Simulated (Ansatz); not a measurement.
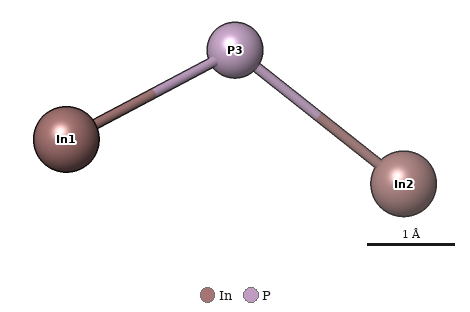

Figure 1. The starting structure (ball-and-stick view, seen at a tilt; atoms are numbered from 1 in the order of the input). Sticks mark near contacts.

In2P: molecular dynamics

In2P, multiplicity 2, computed with UKS revPBE-d3bj/def2-SVP (Ansatz 0.2.0).

The geometry comes from this level: r2SCAN-D4/def2-TZVP. Figures and captions count atoms from 1; the log counts them from 0 in places.

## Input
```yaml
crystal:
  periodic: [false, false, false]
  atoms:
    - {symbol: In, position_ang: [-1.808839, 1.257027, -0.431725]}
    - {symbol: In, position_ang: [1.152114, -1.812462, 0.652703]}
    - {symbol: P, position_ang: [0.656725, 0.555424, -0.220978]}
basis:
  gaussian: {orbitals: def2-SVP}
magnetization: {spin_polarized: true, initial_magnetization: 1}
hamiltonian: {xc: {name: revPBE}, dispersion: d3bj}
md: {timestep: 1 fs, n_steps: 15, ensemble: nvt_langevin, temperature: 500, initial_velocities: maxwell_boltzmann, friction: 0.01, seed: 352}
scf: {omitted_lower_state_checks: [starts]}
```

Machine: 4 threads of Arm Neoverse V1, 23 GiB of memory available, shared host.

Command:
```bash
ansatz run in.yaml --threads 4 --pin off --events-out ev --progress --plain --max-ram 3916MiB
```

## What the program printed
```
Functional definition: revPBE
  name "revPBE"
  cite "Zhang & Yang, Phys. Rev. Lett. 80, 890 (1998) doi:10.1103/PhysRevLett.80.890"
  cite "Perdew, Burke & Ernzerhof, Phys. Rev. Lett. 77, 3865 (1996) doi:10.1103/PhysRevLett.77.3865"
  parameter kappa = 1.245
  parameter beta = 0.06672455060314922
  exchange = pbe_x(kappa = kappa, mu = beta*pi^2/3)
  correlation = pbe_c(beta = beta)
these checks for a lower state are left out or cut short: starts
839 factors; their error is unknown
mean field evaluation 1: about -19630.0281 eV, gradient 2.3e1 eV
mean field evaluation 2: about -19578.7643 eV, gradient 6.2e1 eV
mean field evaluation 4: about -19634.0879 eV, gradient 8.0e0 eV
mean field evaluation 8: about -19634.9252 eV, gradient 2.8e0 eV
mean field evaluation 16: about -19635.0180 eV, gradient 2.9e-1 eV
mean field evaluation 32: about -19635.0335 eV, gradient 2.8e-2 eV
mean field -19635.03354860 eV, -721.5741738073 hartree, gradient 1.7e-9 eV, S^2 0.755283; 1 other end points of the search recorded, 0 dependent functions left out
the calculation of the forces begins
reference -19635.03359348 eV, -721.5741754567 hartree; 29, 28 occupied and 41, 42 virtual orbitals, 839 factors
md step     0: t =     0.00 fs  T =   333.3 K  F+E_penalty+E_count = -19635.29460958 eV  E_kin = 0.129260 eV  (225 SCF iters)
these checks for a lower state are left out or cut short: starts, cluster_reference, orbital_swaps, neighbouring_geometries, increment
839 factors; their error is unknown
mean field evaluation 64: about -19635.0342 eV, gradient 5.0e-10 eV
mean field -19635.03417102 eV, -721.5741966808 hartree, gradient 5.0e-10 eV, S^2 0.755289; 0 other end points of the search recorded, 0 dependent functions left out
[... from here on the field's lines of each further geometry are left out, up to the last ...]
md step     1: t =     1.00 fs  T =   333.7 K  F+E_penalty+E_count = -19635.29514426 eV  E_kin = 0.129393 eV  (109 SCF iters)
md step     2: t =     2.00 fs  T =   348.8 K  F+E_penalty+E_count = -19635.29514193 eV  E_kin = 0.135242 eV  (250 SCF iters)
md step     3: t =     3.00 fs  T =   329.0 K  F+E_penalty+E_count = -19635.29504979 eV  E_kin = 0.127584 eV  (89 SCF iters)
md step     4: t =     4.00 fs  T =   319.7 K  F+E_penalty+E_count = -19635.29499513 eV  E_kin = 0.123972 eV  (66 SCF iters)
md step     5: t =     5.00 fs  T =   318.3 K  F+E_penalty+E_count = -19635.29503087 eV  E_kin = 0.123444 eV  (77 SCF iters)
md step     6: t =     6.00 fs  T =   289.5 K  F+E_penalty+E_count = -19635.29497911 eV  E_kin = 0.112270 eV  (113 SCF iters)
md step     7: t =     7.00 fs  T =   274.1 K  F+E_penalty+E_count = -19635.29473084 eV  E_kin = 0.106292 eV  (103 SCF iters)
md step     8: t =     8.00 fs  T =   276.3 K  F+E_penalty+E_count = -19635.29451834 eV  E_kin = 0.107151 eV  (57 SCF iters)
md step     9: t =     9.00 fs  T =   260.7 K  F+E_penalty+E_count = -19635.29433921 eV  E_kin = 0.101084 eV  (62 SCF iters)
md step    10: t =    10.00 fs  T =   272.9 K  F+E_penalty+E_count = -19635.29409499 eV  E_kin = 0.105827 eV  (60 SCF iters)
md step    11: t =    11.00 fs  T =   239.4 K  F+E_penalty+E_count = -19635.29378707 eV  E_kin = 0.092838 eV  (112 SCF iters)
md step    12: t =    12.00 fs  T =   216.9 K  F+E_penalty+E_count = -19635.29310245 eV  E_kin = 0.084120 eV  (59 SCF iters)
md step    13: t =    13.00 fs  T =   186.8 K  F+E_penalty+E_count = -19635.29210140 eV  E_kin = 0.072456 eV  (58 SCF iters)
md step    14: t =    14.00 fs  T =   172.4 K  F+E_penalty+E_count = -19635.29120603 eV  E_kin = 0.066865 eV  (58 SCF iters)
the calculation of the forces begins
reference -19635.03030624 eV, -721.5740546529 hartree; 29, 28 occupied and 41, 42 virtual orbitals, 839 factors
these checks for a lower state are left out or cut short: starts
839 factors; their error is unknown
mean field -19635.03026186 eV, -721.5740530218 hartree, gradient 5.1e-6 eV, S^2 0.757977; 0 other end points of the search recorded, 0 dependent functions left out
the calculation of the forces begins
reference -19635.03030624 eV, -721.5740546529 hartree; 29, 28 occupied and 41, 42 virtual orbitals, 839 factors
md step    15: t =    15.00 fs  T =   171.8 K  F+E_penalty+E_count = -19635.29016163 eV  E_kin = 0.066618 eV  (30 SCF iters)
```

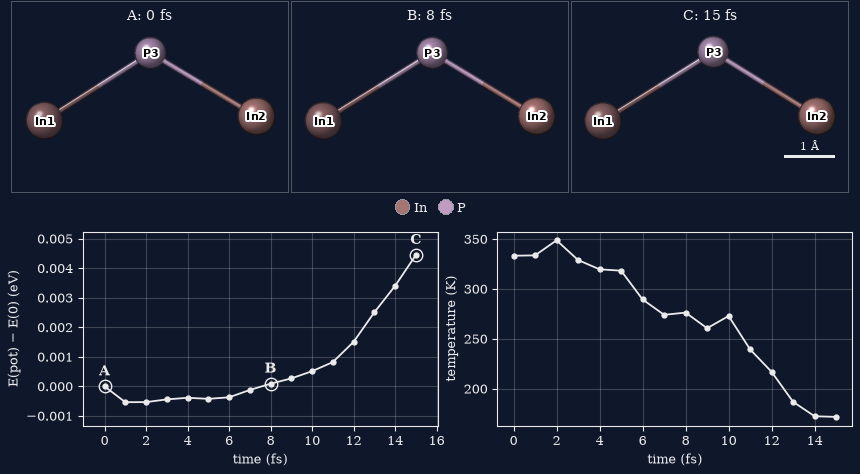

Figure 2. Frames of the molecular dynamics (ball-and-stick, seen at a tilt) above the curves, on which the letters mark them. The trajectory kept here has 16 frames over 15 fs. The temperature starts at 333 K, ranges from 172 to 349 K and averages 225 K over the second half. The potential energy ends 0.004 eV above its first value. After an unweighted best fit of the last frame on the first, the root-mean-square displacement is 0.04 Å.

```
Total energy: -19635.29020601 eV, -721.5836057932 hartree
Atom 0 at    -1.820772     1.294907    -0.424599 Å, force     0.153323    -0.050784     0.014973 eV/Å
Atom 1 at     1.147195    -1.828024     0.651944 Å, force     0.058049    -0.345574     0.125648 eV/Å
Atom 2 at     0.721787     0.521882    -0.201722 Å, force    -0.211372     0.396359    -0.140620 eV/Å
Dipole moment:    -0.285344    -0.161386    -0.016955 e Å
Checks for a lower state left out: starts
```

## Trajectory as extended XYZ (Å, eV, eV/Å), 16 frames, from step=0 to step=15
```
3
Properties=species:S:1:pos:R:3:forces:R:3 step=0 time_fs=0.0 energy=-19635.29461 temperature=333.3
In   -1.8088    1.2570   -0.4317   -0.4173   0.1326  -0.0408
In    1.1521   -1.8125    0.6527    0.0986  -0.4022   0.1481
P     0.6567    0.5554   -0.2210    0.3187   0.2697  -0.1073
3
Properties=species:S:1:pos:R:3:forces:R:3 step=1 time_fs=1.0 energy=-19635.29514 temperature=333.7
In   -1.8103    1.2594   -0.4321   -0.3679   0.1188  -0.0366
In    1.1521   -1.8134    0.6526    0.1048  -0.4372   0.1610
P     0.6604    0.5499   -0.2195    0.2631   0.3183  -0.1244
3
Properties=species:S:1:pos:R:3:forces:R:3 step=2 time_fs=2.0 energy=-19635.29514 temperature=348.8
In   -1.8121    1.2618   -0.4322   -0.3185   0.1040  -0.0319
In    1.1520   -1.8144    0.6523    0.1066  -0.4553   0.1678
P     0.6639    0.5443   -0.2180    0.2119   0.3513  -0.1358
3
Properties=species:S:1:pos:R:3:forces:R:3 step=3 time_fs=3.0 energy=-19635.29505 temperature=329.0
In   -1.8135    1.2644   -0.4318   -0.2704   0.0878  -0.0267
In    1.1519   -1.8157    0.6522    0.0989  -0.4359   0.1607
P     0.6674    0.5390   -0.2170    0.1715   0.3481  -0.1340
3
Properties=species:S:1:pos:R:3:forces:R:3 step=4 time_fs=4.0 energy=-19635.29500 temperature=319.7
In   -1.8149    1.2671   -0.4313   -0.2258   0.0728  -0.0219
In    1.1517   -1.8172    0.6520    0.0925  -0.4199   0.1548
P     0.6707    0.5344   -0.2161    0.1334   0.3471  -0.1330
3
Properties=species:S:1:pos:R:3:forces:R:3 step=5 time_fs=5.0 energy=-19635.29503 temperature=318.3
In   -1.8167    1.2699   -0.4307   -0.1811   0.0578  -0.0172
In    1.1516   -1.8186    0.6519    0.0870  -0.4067   0.1500
P     0.6743    0.5306   -0.2154    0.0942   0.3488  -0.1328
3
Properties=species:S:1:pos:R:3:forces:R:3 step=6 time_fs=6.0 energy=-19635.29498 temperature=289.5
In   -1.8184    1.2727   -0.4300   -0.1366   0.0430  -0.0126
In    1.1517   -1.8198    0.6521    0.0820  -0.3948   0.1457
P     0.6782    0.5273   -0.2145    0.0547   0.3518  -0.1331
3
Properties=species:S:1:pos:R:3:forces:R:3 step=7 time_fs=7.0 energy=-19635.29473 temperature=274.1
In   -1.8196    1.2753   -0.4291   -0.0955   0.0292  -0.0085
In    1.1516   -1.8210    0.6521    0.0773  -0.3836   0.1415
P     0.6825    0.5248   -0.2131    0.0182   0.3544  -0.1330
3
Properties=species:S:1:pos:R:3:forces:R:3 step=8 time_fs=8.0 energy=-19635.29452 temperature=276.3
In   -1.8204    1.2780   -0.4282   -0.0568   0.0165  -0.0047
In    1.1512   -1.8221    0.6521    0.0737  -0.3757   0.1383
P     0.6872    0.5234   -0.2112   -0.0168   0.3591  -0.1336
3
Properties=species:S:1:pos:R:3:forces:R:3 step=9 time_fs=9.0 energy=-19635.29434 temperature=260.7
In   -1.8210    1.2807   -0.4276   -0.0205   0.0049  -0.0013
In    1.1505   -1.8231    0.6521    0.0711  -0.3708   0.1362
P     0.6922    0.5230   -0.2094   -0.0506   0.3659  -0.1349
3
Properties=species:S:1:pos:R:3:forces:R:3 step=10 time_fs=10.0 energy=-19635.29410 temperature=272.9
In   -1.8214    1.2835   -0.4269    0.0128  -0.0056   0.0017
In    1.1498   -1.8240    0.6523    0.0691  -0.3678   0.1349
P     0.6973    0.5230   -0.2079   -0.0819   0.3734  -0.1366
3
Properties=species:S:1:pos:R:3:forces:R:3 step=11 time_fs=11.0 energy=-19635.29379 temperature=239.4
In   -1.8215    1.2862   -0.4261    0.0438  -0.0152   0.0045
In    1.1493   -1.8250    0.6525    0.0677  -0.3666   0.1341
P     0.7024    0.5232   -0.2063   -0.1115   0.3818  -0.1387
3
Properties=species:S:1:pos:R:3:forces:R:3 step=12 time_fs=12.0 energy=-19635.29310 temperature=216.9
In   -1.8214    1.2887   -0.4256    0.0735  -0.0247   0.0073
In    1.1489   -1.8259    0.6525    0.0654  -0.3623   0.1323
P     0.7073    0.5229   -0.2048   -0.1389   0.3870  -0.1396
3
Properties=species:S:1:pos:R:3:forces:R:3 step=13 time_fs=13.0 energy=-19635.29210 temperature=186.8
In   -1.8212    1.2910   -0.4252    0.1022  -0.0342   0.0101
In    1.1483   -1.8265    0.6524    0.0624  -0.3550   0.1295
P     0.7123    0.5223   -0.2037   -0.1646   0.3893  -0.1396
3
Properties=species:S:1:pos:R:3:forces:R:3 step=14 time_fs=14.0 energy=-19635.29121 temperature=172.4
In   -1.8210    1.2930   -0.4249    0.1278  -0.0425   0.0125
In    1.1477   -1.8272    0.6522    0.0602  -0.3504   0.1276
P     0.7170    0.5222   -0.2028   -0.1881   0.3929  -0.1402
3
Properties=species:S:1:pos:R:3:forces:R:3 step=15 time_fs=15.0 energy=-19635.29016 temperature=171.8
In   -1.8208    1.2949   -0.4246    0.1533  -0.0508   0.0150
In    1.1472   -1.8280    0.6519    0.0580  -0.3456   0.1256
P     0.7218    0.5219   -0.2017   -0.2114   0.3964  -0.1406
```

## Key numbers

| quantity | value |
| --- | --- |
| outcome | finished |
| mean temperature over the second half | 225 K |
| trajectory | 15 steps, 15 fs |
| ensemble | nvt_langevin |
| temperature in the input | 500 K |
| time step | 1 fs |
| potential energy (last step) | −19635.2902 eV |
| mean-field energy (last step) | −19635.0303 eV |
| dispersion energy (last step) | −0.2599 eV |
| ⟨S²⟩ (last step) | 0.758 |
| SCF solution under orbital rotations (last step) | stable |
| largest force (length of the vector) (last step) | 0.471 eV/Å |
| dipole moment (last step) | 1.58 D |
| wall time | 41 s (CPU time 2.6 min) |
| peak memory | 0.33 GiB |

So short a trajectory is not equilibrated. The logged temperature at the start can lie below the typed one, since it is counted over all degrees of freedom. The temperature stays far from the 500 K of the thermostat over the second half: the run isn't equilibrated.
